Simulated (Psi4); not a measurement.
# Si2H4O (SMILES [SiH]O[SiH3]): OMP2/6-311+G(d,p) (density fitting for correlation)

What is the energy change on altering one bond length of Si2H4O at OMP2/6-311+G** (density fitting for correlation)? 

The calculation is run with Psi4 1.11.

1 further run of the same task is left out (set aside as unsound or not needed).

### 1 Starting point

Si2H4O has 7 atoms, charge 0, and is taken as a singlet. As SMILES, `[SiH]O[SiH3]`. The shape is that of a PBE0-D4/def2-TZVP optimisation. This is one conformer, not always the lowest.

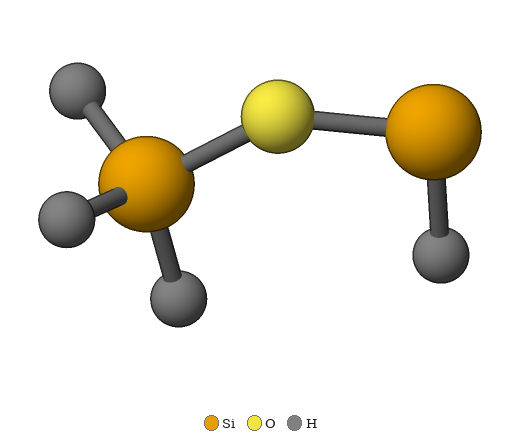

Viewed from a chosen angle; silicon amber, oxygen yellow, hydrogen grey.

### 2 A single-point energy at OMP2/6-311+G(d,p) (density fitting for correlation)

h4osi2.in reads:

```
memory 1600 mb

molecule {
  Si
  O 1 1.64538
  Si 2 1.651868 1 142.27553
  H 1 1.54914 2 97.63255 3 0.12005
  H 3 1.485727 2 109.81607 1 -0.841
  H 3 1.483183 5 110.09875 2 -119.45291
  H 3 1.483208 6 109.72317 5 121.34645
  symmetry c1
}

set puream true
set e_convergence 1e-09
set d_convergence 1e-08
set scf_type pk
set num_frozen_docc 11

E, wfn = energy("omp2/6-311+G**", return_wfn=True)
```

Started as:

```console
$ psi4 h4osi2.in h4osi2.out -n 1
```

h4osi2.out:

```text
[...]
  Running in c1 symmetry.
[...]
  Nuclear repulsion =  140.853086255579939
[...]
  Multiplicity = 1
[...]
  Nalpha       = 20
  Nbeta        = 20
[...]
    Number of basis functions: 106
[...]
   @RHF iter   1:  -655.01430469709510   -8.29096e-01   4.77423e-03 DIIS/ADIIS
[...]
   @RHF iter  11:  -655.11740251845129   -3.18323e-12   2.93858e-09 DIIS
[...]
    Orbital Energies [Eh]
    ---------------------
    Doubly Occupied:
       1A    -68.817910     2A    -68.810290     3A    -20.567538
       4A     -6.159042     5A     -6.153267     6A     -4.262396
       7A     -4.262160     8A     -4.261364     9A     -4.260244
      10A     -4.260099    11A     -4.260078    12A     -1.346509
      13A     -0.785938    14A     -0.666141    15A     -0.594584
      16A     -0.574525    17A     -0.529921    18A     -0.472037
      19A     -0.469405    20A     -0.332630
[...]
  @RHF Final Energy:  -655.11740251845129
   => Energetics <=
    Nuclear Repulsion Energy =            140.8530862555799388
    One-Electron Energy =               -1188.2488243602397233
    Two-Electron Energy =                 392.2783355862085841
    Total Energy =                       -655.1174025184511720
[...]
 Multipole Moments:
 ------------------------------------------------------------------------------------
     Multipole            Electronic (a.u.)      Nuclear  (a.u.)        Total (a.u.)
 ------------------------------------------------------------------------------------
 L = 1.  Multiply by 2.5417464519 to convert [e a0] to [Debye]
 Dipole X            :          0.0020396           -0.0026190           -0.0005794
 Dipole Y            :          3.0304656           -3.4271431           -0.3966775
 Dipole Z            :         -3.1473038            3.3302122            0.1829084
 Magnitude           :                                                    0.4368167
[...]
	Warning: cc_lambda option is changed to TRUE
	For this residual convergence, default PCG convergence is:     1.00e-07
[...]
	DF-MP2 Total Energy (a.u.)         :  -655.50208062610920
[...]
	DF-MP2 Total Energy (a.u.)         :  -655.50883012287511
[...]
	DF-OMP2 Total Energy (a.u.)        :  -655.50883012287454
[...]
```

It took 56 s on 1 thread of Intel Xeon Platinum 8259CL at 2.50GHz (Skylake/Cascade Lake), shared host; peak memory 0.42 GiB.

### 3 The distorted shape, same level

input.inp reads:

```
memory 1600 MB

molecule m {
  Si    -3.58178690    -2.61454192    -0.41536936
  O     -1.08186821    -1.35314973     0.93635174
  Si     0.99796437     0.95269409     0.61755494
  H     -3.74694896    -0.79473566    -2.70250489
  H      0.45939242     2.40305889    -1.72532751
  H      0.81560580     2.63266061     2.85366786
  H      3.94612609    -0.34166248     0.46695133
  units bohr
  symmetry c1
  no_reorient
  no_com
}

set {
  basis 6-311+G**
  puream true
  e_convergence 1e-09
  d_convergence 1e-08
  scf_type pk
  num_frozen_docc 11
}

result, w = energy('omp2', return_wfn=True)
```

Started as:

```console
$ psi4 -i input.inp -o input.out -n 1
```

input.out:

```text
[...]
  Running in c1 symmetry.
[...]
  Nuclear repulsion =  139.984418201382482
[...]
  Multiplicity = 1
[...]
  Nalpha       = 20
  Nbeta        = 20
[...]
    Number of basis functions: 106
[...]
   @RHF iter   1:  -654.99999461885693   -8.89174e-01   4.77081e-03 ADIIS/DIIS
[...]
   @RHF iter  11:  -655.10291902797996   -8.64020e-12   5.54093e-09 DIIS
[...]
    Orbital Energies [Eh]
    ---------------------
    Doubly Occupied:
       1A    -68.828375     2A    -68.820313     3A    -20.571607
       4A     -6.167802     5A     -6.161447     6A     -4.276176
       7A     -4.274919     8A     -4.274364     9A     -4.264792
      10A     -4.264520    11A     -4.262612    12A     -1.350303
      13A     -0.785213    14A     -0.664506    15A     -0.593090
      16A     -0.572286    17A     -0.532251    18A     -0.475820
      19A     -0.445271    20A     -0.334685
[...]
  @RHF Final Energy:  -655.10291902797996
   => Energetics <=
    Nuclear Repulsion Energy =            139.9844182013824820
    One-Electron Energy =               -1186.3339742179923633
    Two-Electron Energy =                 391.2466369886297457
    Total Energy =                       -655.1029190279800787
[...]
 Multipole Moments:
 ------------------------------------------------------------------------------------
     Multipole            Electronic (a.u.)      Nuclear  (a.u.)        Total (a.u.)
 ------------------------------------------------------------------------------------
 L = 1.  Multiply by 2.5417464519 to convert [e a0] to [Debye]
 Dipole X            :         43.3594648          -43.3542857            0.0051791
 Dipole Y            :         30.5894853          -30.1917461            0.3977392
 Dipole Z            :         -9.4218237            9.2141988           -0.2076249
 Magnitude           :                                                    0.4486996
[...]
	Warning: cc_lambda option is changed to TRUE
	For this residual convergence, default PCG convergence is:     1.00e-07
[...]
	DF-MP2 Total Energy (a.u.)         :  -655.48789041446253
[...]
	DF-MP2 Total Energy (a.u.)         :  -655.49474436532796
[...]
	DF-OMP2 Total Energy (a.u.)        :  -655.49474436532671
[...]
```

It took 46 s on 1 thread of Intel Xeon Platinum 8259CL at 2.50GHz (Skylake/Cascade Lake), shared host; peak memory 0.43 GiB.

### 4 Summary of results

Level: OMP2/6-311+G** (density fitting for correlation), 11 core orbitals frozen.

| quantity | value |
| --- | --- |
| first shape: total energy | -655.50883 Eh |
| first shape: HOMO energy (Hartree–Fock orbitals) | -9.05 eV |
| first shape: LUMO energy (Hartree–Fock orbitals) | 0.58 eV |
| first shape: HOMO–LUMO gap (Hartree–Fock orbitals) | 9.63 eV |
| first shape: correlation energy (11 core orbitals frozen) | -391.4 mEh |
| distorted shape: total energy | -655.49474 Eh |
| distorted shape: HOMO energy (Hartree–Fock orbitals) | -9.11 eV |
| distorted shape: LUMO energy (Hartree–Fock orbitals) | 0.54 eV |
| distorted shape: HOMO–LUMO gap (Hartree–Fock orbitals) | 9.64 eV |
| distorted shape: correlation energy (11 core orbitals frozen) | -391.8 mEh |
| energy change with the Si3–H7 bond stretched from 1.483 to 1.706 Å | 0.383 eV |

**Reading.** With the Si3–H7 bond stretched from 1.483 to 1.706 Å the energy rises by 0.38 eV (37.0 kJ/mol). The first shape isn't relaxed at this level, so the change isn't measured from a minimum.
